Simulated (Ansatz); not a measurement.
# (GaP)1(GaAs)3 [001] superlattice, started as zinc blende: the cell at rest

Aim: bring (GaP)1(GaAs)3 [001] superlattice, started as zinc blende to small forces and stress, as phonons need.

Method: DFT PBEsol, scalar-relativistic, plane waves, PAW, in Ansatz 0.2.0.

The structure was built from a prototype and need not be the compound's stable phase.

### Step 1. Set-up

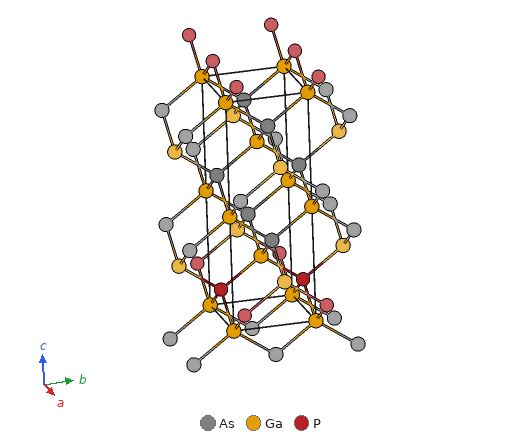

The starting structure, seen slightly off an axis (arsenic grey, gallium orange, phosphorus red). Some periodic images of atoms are drawn too.

### Step 2. A coarse first look

A quick single point on a coarse mesh tells whether the cell has a gap and how far it is from rest, which sets the k mesh and smearing that follow.

Input file input.yaml:

```yaml
crystal:
  lattice:
    - [2.8, 2.8, 0.0]
    - [-2.8, 2.8, 0.0]
    - [0.0, 0.0, 11.2]
  atoms:
    - { symbol: As, position: [1.0, 0.5, 0.375] }
    - { symbol: As, position: [0.5, 1.0, 0.625] }
    - { symbol: As, position: [1.0, 0.5, 0.875] }
    - { symbol: Ga, position: [0.0, 0.0, 0.0] }
    - { symbol: Ga, position: [0.5, 0.5, 0.25] }
    - { symbol: Ga, position: [0.0, 0.0, 0.5] }
    - { symbol: Ga, position: [0.5, 0.5, 0.75] }
    - { symbol: P, position: [0.5, 1.0, 0.125] }
kpoints:
  mp_grid: { grid: [4, 4, 2] }
hamiltonian:
  xc: pbesol
scf:
  occupations: { method: gaussian, width: 0.1 }
output:
  forces: true
  stress: true
  eigenvalues: true
```

Launch:

```console
$ ansatz run input.yaml --threads 8 --pin off --max-ram 14336MiB --backend cpu --events-out ev --progress --plain --runs-dir out
```

Numbers of over 12 decimals in the logs are rounded to 6 here.

The program printed:

```text
Engine: ansatz 0.2.0, aarch64-unknown-linux-gnu
Pseudopotentials: kind: paw
Pseudopotential: As, paw, valence charge 15, recommended cutoff 420 eV (normal), As.paw.azcp
Pseudopotential: Ga, paw, valence charge 13, recommended cutoff 420 eV (normal), Ga.paw.azcp
Pseudopotential: P, paw, valence charge 5, recommended cutoff 420 eV (normal), P.paw.azcp
Functional definition: PBEsol
  exchange = pbesol_x
[...]
k-point 0: bands = [... 47 lower, 6.1644, 7.8442, 7.8564, 7.8564, 8.6151, 9.2349, 9.4590, 9.7655, ... 6 higher]
  k-point 1: bands = [... 47 lower, 7.1424, 7.1424, 7.2359, 7.2359, 9.2327, 9.2692, 10.0458, 10.1249, ... 6 higher]
  k-point 2: bands = [... 47 lower, 6.3727, 6.4304, 6.4671, 7.5788, 9.7659, 10.1218, 10.1865, 10.2842, ... 6 higher]
  k-point 11: bands = [... 47 lower, 4.7141, 4.7415, 4.7550, 4.7851, 10.2920, 10.3740, 10.3780, 10.3802, ... 6 higher]
[key lines of the parts left out:]
SCF converged after 8 iterations
Free energy (F): -30154.285645 eV
Fermi energy:    8.241242 eV
P = ⅓ Tr σ = 0.2994 GPa (2.994 kbar)
```

Run time: 1.5 s. Hardware: 8 threads of Arm Neoverse V2, shared host; peak memory 0.67 GiB.

A gap read on the k-mesh alone can miss the band edges.

This step gave:

* pressure: 0.2994 GPa
* volume per atom: 21.95 Å³
* gap on the k-mesh: 0.7587 eV
* direct gap on mesh: 0.7587 eV

The coarse mesh shows a gap of 0.76 eV and a pressure of 0.3 GPa.

### Step 3. Coarse relaxation

A rough relaxation comes first, because large forces or stress need no tight tolerances yet.

Edit input.yaml of step 2 so:

```diff
@@ -15,3 +15,3 @@
 kpoints:
-  mp_grid: { grid: [4, 4, 2] }
+  mp_grid: { grid: [6, 6, 2] }
 hamiltonian:
@@ -24 +24,6 @@
   eigenvalues: true
+relax:
+  adjacent_minimum: "off"
+  f_tol: 0.05
+  max_steps: 80
+  cell: { stress_tol: 0.5 }
```

The program printed:

```text
[...]
Crystal: 8 atoms, lattice volume = 175.616 Å³
Basis set: ecut = 420 eV, 3413 PW (Γ), exchange–correlation on 54×54×150 points (8 copies of the dense FFT grid, shifted against one another)
Bands: 62, of which v1, the nominal top of the filled ones, is band 51 counted from 1 (50 counted from 0)
Symmetry: 8 space group operations
[...]
k-points: 20 of 72
[...]
- [0, 0, 11.184304]
  atoms:
    - { symbol: As, position: [1.000000, 0.500000, 0.370506] }
    - { symbol: As, position: [0.500000, 1.000000, 0.625000] }
    - { symbol: As, position: [1.000000, 0.500000, 0.879494] }
    - { symbol: Ga, position: [0, 0, 0.00670541] }
    - { symbol: Ga, position: [0.500000, 0.500000, 0.243295] }
    - { symbol: Ga, position: [0, 0, 0.497681] }
    - { symbol: Ga, position: [0.500000, 0.500000, 0.752319] }
    - { symbol: P, position: [0.500000, 1.000000, 0.125000] }
[key lines of the parts left out:]
SCF converged after 4 iterations
Free energy (F): -30154.556678 eV
Fermi energy:    8.202740 eV
P = ⅓ Tr σ = -0.0227 GPa (-0.227 kbar)
```

The job ended after 11 s (8 threads; peak memory 0.83 GiB; 83 s of CPU time).

Step by step:

```csv
step,energy less that of the first step (eV),largest force component (eV/Å),pressure (GPa),volume (Å³)
1,0.0000,0.6912,0.21,175.62
2,-0.0543,0.0573,-0.08,176.03
3,-0.0552,0.0072,-0.02,175.90
4*,-0.0553,0.0072,-0.02,175.90
```

Relaxation steps marked * repeat the geometry before them on a plane-wave basis chosen anew for their cell, so energy and pressure can jump there.

The run keeps the 8 symmetry operations that it works with, so distortions that break them were not tested.

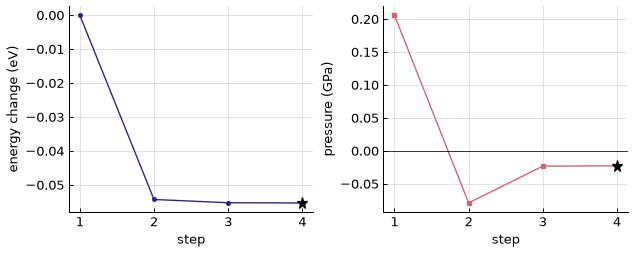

Energy and pressure along the relaxation. Stars mark steps on a basis chosen anew.

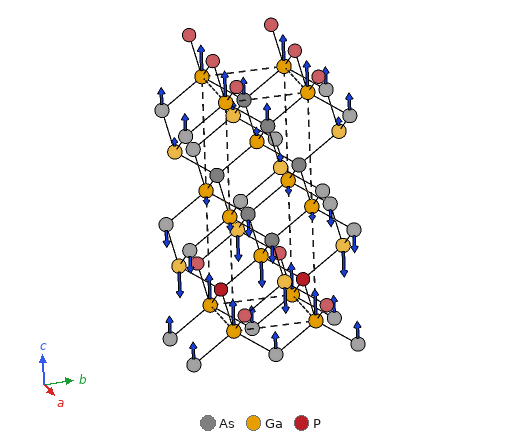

Displacements in the relaxation, exaggerated, measured against the changing cell; the longest in the cell stands for 0.07 Å. Some periodic images of atoms are drawn too.

```csv
"conventional cell, symmetrised",before,after,change
a (Å),3.960,3.966,+0.1 %
b (Å),3.960,3.966,+0.1 %
c (Å),11.200,11.184,-0.1 %
volume (Å³/atom),21.95,21.99,+0.2 %
```

The atoms that moved most (Å, as changes of fractional coordinates times the final cell):

```csv
atom,dx,dy,dz,length
Ga5,0.000,0.000,-0.075,0.075
Ga4,0.000,0.000,0.075,0.075
As1,0.000,0.000,-0.050,0.050
As3,0.000,0.000,0.050,0.050
Ga6,0.000,0.000,-0.026,0.026
Ga7,0.000,0.000,0.026,0.026
```

Numbers from this step:

| Property | Result |
| --- | --- |
| pressure | -0.02267 GPa |
| volume per atom | 21.99 Å³ |
| gap on the k-mesh | 0.7280 eV |
| direct gap on mesh | 0.7280 eV |

In this step the volume went from 21.95 to 21.99 Å³/atom.

### Step 4. Relaxation

Harmonic phonons are second derivatives at a point where the forces vanish, and they are wanted at zero stress, so atoms and cell are relaxed first.

Input file input.yaml:

```yaml
crystal:
  lattice:
    - [2.8041993952, 2.8041993952, 0.0]
    - [-2.8041993952, 2.8041993952, 0.0]
    - [0.0, 0.0, 11.1843040312]
  atoms:
    - { symbol: As, position: [1.0, 0.5, 0.3705058077] }
    - { symbol: As, position: [0.5, 1.0, 0.625] }
    - { symbol: As, position: [1.0, 0.5, 0.8794941923] }
    - { symbol: Ga, position: [0.0, 0.0, 0.0067054089] }
    - { symbol: Ga, position: [0.5, 0.5, 0.2432945911] }
    - { symbol: Ga, position: [0.0, 0.0, 0.4976814841] }
    - { symbol: Ga, position: [0.5, 0.5, 0.7523185159] }
    - { symbol: P, position: [0.5, 1.0, 0.125] }
kpoints:
  mp_grid: { grid: [6, 6, 2] }
hamiltonian:
  xc: pbesol
scf:
  occupations: { method: gaussian, width: 0.02 }
output:
  forces: true
  stress: true
  eigenvalues: true
  write_density: true
  write_potential: true
  elf: true
  volumetric_format: npy
relax:
  adjacent_minimum: "off"
  f_tol: 0.005
  max_steps: 80
  cell: { stress_tol: 0.05 }
```

The program printed:

```text
[...]
Crystal: 8 atoms, lattice volume = 175.896 Å³
Basis set: ecut = 420 eV, 3413 PW (Γ), exchange–correlation on 54×54×150 points (8 copies of the dense FFT grid, shifted against one another)
Bands: 62, of which v1, the nominal top of the filled ones, is band 51 counted from 1 (50 counted from 0)
[... 1 set-up line as in the run before ...]
[...]
k-points: 20 of 72
[...]
SCF iter   1: F=—  HF=-30154.573435 eV  |F-HF|=—  |Δ(HF+E_count)|=         —  Δρ=3.50e-3  dr2=3.64e-2  ethr=1.77e-3  ⟨swp⟩=6.6  Hψ=4734  notcnv=0  defer=2
[...]
SCF iter   8: F=-30154.556678 eV  HF=-30154.556678 eV  |F-HF|=3.41e-9  |Δ(HF+E_count)|=   1.47e-7  Δρ=2.87e-6  dr2=1.98e-8  ethr=9.80e-11  ⟨swp⟩=14.8  Hψ=9497  notcnv=0
SCF 1 converged in 8 iterations: F = -30154.556678 eV  dr2 = 1.98e-8
[...]
relax step   1: F+E_penalty+E_count = -30154.55667798 eV  Δ(F+E_penalty+E_count) = +0.000e0 eV  max|allowed force component| = 7.256e-3 eV/Å  Δτ_max = 0.0000 Å  P = -0.023 GPa  Ω = 175.896 Å³  (8 SCF iters, dr2 threshold 1.00e-7 eV, accepted)
Crystal: 8 atoms, lattice volume = 175.850 Å³
[...]
SCF iter   4: F=-30154.556695 eV  HF=-30154.556695 eV  |F-HF|=9.82e-11  |Δ(HF+E_count)|=   7.70e-9  Δρ=1.01e-6  dr2=2.22e-9  ethr=3.23e-12  ⟨swp⟩=7.0  Hψ=8215  notcnv=0
SCF 2 converged in 4 iterations: F = -30154.556695 eV  dr2 = 2.22e-9
relax step   2: F+E_penalty+E_count = -30154.55669546 eV  Δ(F+E_penalty+E_count) = -1.748e-5 eV  max|allowed force component| = 8.872e-4 eV/Å  Δτ_max = 0.0006 Å  P = -0.004 GPa  Ω = 175.850 Å³  energy of the carried Pulay correction = +9.204e-6 eV  (4 SCF iters, dr2 threshold 3.29e-9 eV, accepted)
[...]
SCF iter   5: F=-30154.556687 eV  HF=-30154.556687 eV  |F-HF|=5.82e-11  |Δ(HF+E_count)|=  8.73e-11  Δρ=2.41e-7  dr2=4.85e-11  ethr=1.00e-12  ⟨swp⟩=7.2  Hψ=6215  notcnv=0
SCF 3 converged in 5 iterations: F = -30154.556687 eV  dr2 = 4.85e-11
relax step   3: F+E_penalty+E_count = -30154.55668678 eV  Δ(F+E_penalty+E_count) = +8.678e-6 eV  max|allowed force component| = 8.878e-4 eV/Å  Δτ_max = 0.0000 Å  P = -0.004 GPa  Ω = 175.850 Å³  stress off target by 3.80e-3 GPa  SCF on the basis re-selected at this cell (its energy is not comparable with the rows above)  (5 SCF iters)
basis re-selected at this cell: Δ(F+E_penalty+E_count) = +8.678e-6 eV, ΔP = -0.000 GPa vs the last step (what re-selecting the basis moved, of the pressure what is left beyond the Pulay correction that the steps carried, after the strain that the cell walked since its last selection, with what the two solves' SCF thresholds leave and, on support functions, any second-order correction that the steps lacked; it is no m [...]
SCF converged after 5 iterations
Free energy (F): -30154.556687 eV
[...]
Internal energy: -30154.556687 eV  (E = F + TS)
E sigma→0 (E₀):  -30154.556687 eV
Fermi energy:    8.202021 eV
[...]
--- Forces (eV/Å), atoms counted from 1 ---
  atom   1  As     0.00000000    -0.00000000     0.00019729
  atom   2  As     0.00000000     0.00000000     0.00000000
  atom   3  As     0.00000000     0.00000000    -0.00019729
  atom   4  Ga    -0.00000000    -0.00000000     0.00088780
  atom   5  Ga    -0.00000000     0.00000000    -0.00088780
  atom   6  Ga    -0.00000000     0.00000000    -0.00022561
  atom   7  Ga    -0.00000000    -0.00000000     0.00022561
  atom   8  P      0.00000000    -0.00000000     0.00000000
  max |Σ_I F_I| component: 1.01e-16 eV/Å
--- Stress (GPa, compression-positive) ---
       -0.003512      -0.000000      -0.000000
       -0.000000      -0.003512      -0.000000
       -0.000000      -0.000000      -0.003803
  P = ⅓ Tr σ = -0.0036 GPa (-0.036 kbar)
--- Band table (eV; the first three rows and the last of 20) ---
  k-point 0: bands = [... 47 lower, 6.2329, 7.8213, 7.8369, 7.8369, 8.5667, 9.1915, 9.2608, 9.7794, ... 7 higher]
  k-point 1: bands = [... 47 lower, 7.0671, 7.0671, 7.2707, 7.2707, 9.1026, 9.2249, 10.0115, 10.0992, ... 7 higher]
  k-point 2: bands = [... 47 lower, 6.1321, 6.3598, 7.1341, 7.7242, 9.4341, 9.8559, 10.2014, 10.4274, ... 7 higher]
  k-point 19: bands = [... 47 lower, 4.6897, 4.6957, 4.7902, 4.8104, 10.1610, 10.3109, 10.3682, 10.5368, ... 7 higher]
--- Relaxed structure (2 steps of the walk, 2 accepted, 1 SCFs on fresh bases) ---
[...]
cell:  # Å, volume = 175.8503 Å³
    - [2.803909, 2.803909, 0]
    - [-2.803909, 2.803909, 0]
    - [0, 0, 11.183692]
  atoms:
    - { symbol: As, position: [1.0, 0.5, 0.370556] }
    - { symbol: As, position: [0.5, 1.0, 0.625000] }
    - { symbol: As, position: [1.0, 0.5, 0.879444] }
    - { symbol: Ga, position: [0, 0, 0.00670052] }
    - { symbol: Ga, position: [0.5, 0.5, 0.243299] }
    - { symbol: Ga, position: [0, 0, 0.497673] }
    - { symbol: Ga, position: [0.5, 0.5, 0.752327] }
    - { symbol: P, position: [0.5, 1.0, 0.125000] }
```

The job ended after 8.7 s (8 threads; peak memory 0.83 GiB).

Little changed from the start: no atom moved by 0.005 Å and no cell edge by 0.1 %.

Numbers from this step:

- pressure: -0.003609 GPa
- gap on the k-mesh: 0.7298 eV
- volume per atom: 21.98 Å³
- direct gap on mesh: 0.7298 eV

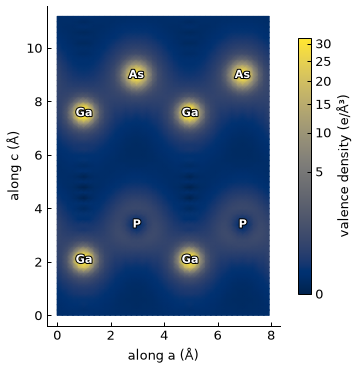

Valence density in the ac plane at fractional y = 0.000, with atoms of As and Ga and P within 0.2 Å of it. It is the smooth field of the valence electrons, not physical close to the nuclei. The map starts off the cell's origin, so that atoms lie inside it. The colour scale is stretched toward low values.

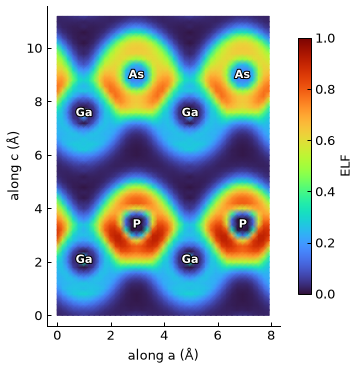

ELF in the ac plane at fractional y = 0.000, with atoms of As and Ga and P within 0.2 Å of it. It is the smooth field of the valence electrons, not physical close to the nuclei. The map starts off the cell's origin, so that atoms lie inside it.

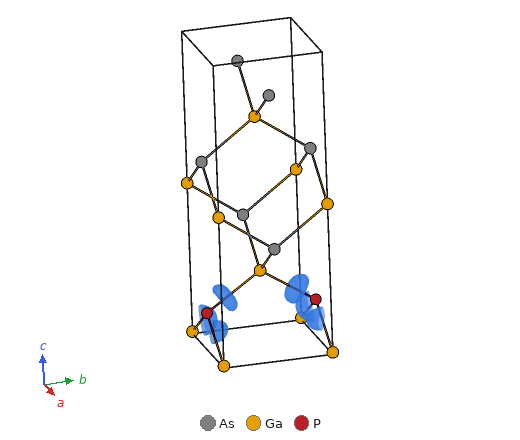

Surface of ELF = 0.83.

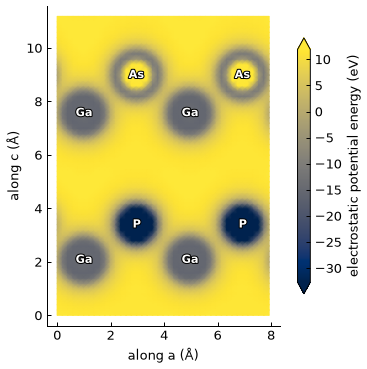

Electrostatic potential energy in the ac plane at fractional y = 0.000, with atoms of As and Ga and P within 0.2 Å of it. With pseudopotentials it is smooth inside the atoms' cores, unlike the true potential. The map starts off the cell's origin, so that atoms lie inside it.

In this step the volume went from 21.99 to 21.98 Å³/atom.

### Step 5. Tight relaxation

Phonons need a cell at rest on their own settings, so the relaxation is repeated with tight tolerances on forces and stress, using the mesh and the filling of the phonon run that follows.

Input file input.yaml:

```yaml
crystal:
  lattice:
    - [2.8039091888, 2.8039091888, 0.0]
    - [-2.8039091888, 2.8039091888, 0.0]
    - [0.0, 0.0, 11.1836917657]
  atoms:
    - { symbol: As, position: [1.0, 0.5, 0.3705558199] }
    - { symbol: As, position: [0.5, 1.0, 0.625] }
    - { symbol: As, position: [1.0, 0.5, 0.8794441801] }
    - { symbol: Ga, position: [0.0, 0.0, 0.0067005239] }
    - { symbol: Ga, position: [0.5, 0.5, 0.2432994761] }
    - { symbol: Ga, position: [0.0, 0.0, 0.4976725942] }
    - { symbol: Ga, position: [0.5, 0.5, 0.7523274058] }
    - { symbol: P, position: [0.5, 1.0, 0.125] }
kpoints:
  mp_grid: { grid: [8, 8, 2] }
hamiltonian:
  xc: pbesol
scf:
  occupations: { method: fixed }
output:
  forces: true
  stress: true
  eigenvalues: true
relax:
  adjacent_minimum: "off"
  f_tol: 0.001
  max_steps: 60
  cell: { stress_tol: 0.01 }
```

The program printed:

```text
[...]
Crystal: 8 atoms, lattice volume = 175.850 Å³
Basis set: ecut = 420 eV, 3413 PW (Γ), exchange–correlation on 54×54×150 points (8 copies of the dense FFT grid, shifted against one another)
Bands: 62, of which v1, the nominal top of the filled ones, is band 51 counted from 1 (50 counted from 0)
[... 1 set-up line as in the run before ...]
[...]
k-points: 30 of 128
[...]
- [-2.801445, 2.801445, 0]
    - [0, 0, 11.204069]
  atoms:
    - { symbol: As, position: [1.0, 0.5, 0.370558] }
    - { symbol: As, position: [0.5, 1.0, 0.625000] }
    - { symbol: As, position: [1.0, 0.5, 0.879442] }
    - { symbol: Ga, position: [0, 0, 0.00671244] }
    - { symbol: Ga, position: [0.500000, 0.500000, 0.243288] }
    - { symbol: Ga, position: [0, 0, 0.497667] }
    - { symbol: Ga, position: [0.500000, 0.500000, 0.752333] }
    - { symbol: P, position: [0.5, 1.0, 0.125000] }
[key lines of the parts left out:]
SCF converged after 6 iterations
Free energy (F): -30154.583681 eV
Fermi energy:    7.838578 eV
P = ⅓ Tr σ = -0.0002 GPa (-0.002 kbar)
```

Run time: 16 s. Hardware: 8 threads; peak memory 0.9 GiB; 2 min of CPU time.

Step by step:

```csv
step,energy less that of the first step (eV),largest force component (eV/Å),pressure (GPa),volume (Å³)
1,0.0000,0.0028,0.00,175.85
2,-0.0002,0.0006,0.00,175.86
3,-0.0002,0.0001,0.00,175.86
4*,-0.0002,0.0001,0.00,175.86
```

Relaxation steps marked * repeat the geometry before them on a plane-wave basis chosen anew for their cell, so energy and pressure can jump there.

The run keeps the 8 symmetry operations that it works with, so distortions that break them were not tested.

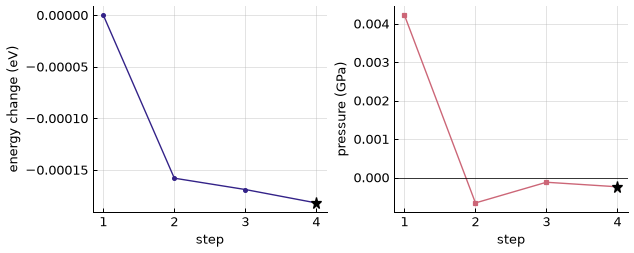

Energy and pressure along the relaxation. Stars mark steps on a basis chosen anew.

```csv
"conventional cell, symmetrised",before,after,change
a (Å),3.965,3.962,-0.1 %
b (Å),3.965,3.962,-0.1 %
c (Å),11.184,11.204,+0.2 %
volume (Å³/atom),21.98,21.98,+0.0 %
```

The relaxed structure:

```cif
data_structure
_symmetry_space_group_name_H-M 'P 1'
_symmetry_Int_Tables_number 1
_cell_length_a 3.9618
_cell_length_b 3.9618
_cell_length_c 11.2041
_cell_angle_alpha 90.000
_cell_angle_beta 90.000
_cell_angle_gamma 90.000
_cell_volume 175.86
loop_
_atom_site_label
_atom_site_type_symbol
_atom_site_fract_x
_atom_site_fract_y
_atom_site_fract_z
_atom_site_occupancy
As1 As 0.00000 0.50000 0.37056 1
As2 As 0.50000 0.00000 0.62500 1
As3 As 0.00000 0.50000 0.87944 1
Ga4 Ga 0.00000 0.00000 0.00671 1
Ga5 Ga 0.50000 0.50000 0.24329 1
Ga6 Ga 0.00000 0.00000 0.49767 1
Ga7 Ga 0.50000 0.50000 0.75233 1
P8 P 0.50000 0.00000 0.12500 1
```

This step gave:

```
pressure           : -2.41e-4 GPa
gap on the k-mesh  : 0.7255 eV
direct gap on mesh : 0.7255 eV
```

The largest force component left is 0.13 meV/Å and the pressure is 0.000 GPa, within the tolerances set. The cell now holds 21.98 Å³/atom.

### Step 6. Summary of results

```json
{
  "space group after relaxation (within 0.01 Å)": "P-4m2",
  "lattice constant a": "3.962 Å",
  "lattice constant b": "3.962 Å",
  "lattice constant c": "11.204 Å",
  "volume per atom": "22.0 Å³",
  "gap on the k-mesh": "0.725 eV"
}
```

In words: The largest force component left is 0.13 meV/Å and the pressure is 0.000 GPa, within the tolerances set. The cell now holds 21.98 Å³/atom. The relaxation keeps the symmetry of its start, so it says nothing on stability against lower symmetry. The starting cell was built on a prototype and not taken from a measurement, so the phase need not exist.

[Logs are printed without paths, hosts, clocks, repeated set-up lines and the standing remarks that a program may print on its own settings, such as how far it seeks lower states.]

[Hosts, paths, dates, database ids (printed as entryN), source tags and the programs' standing remarks are cut or masked in the printed files.]
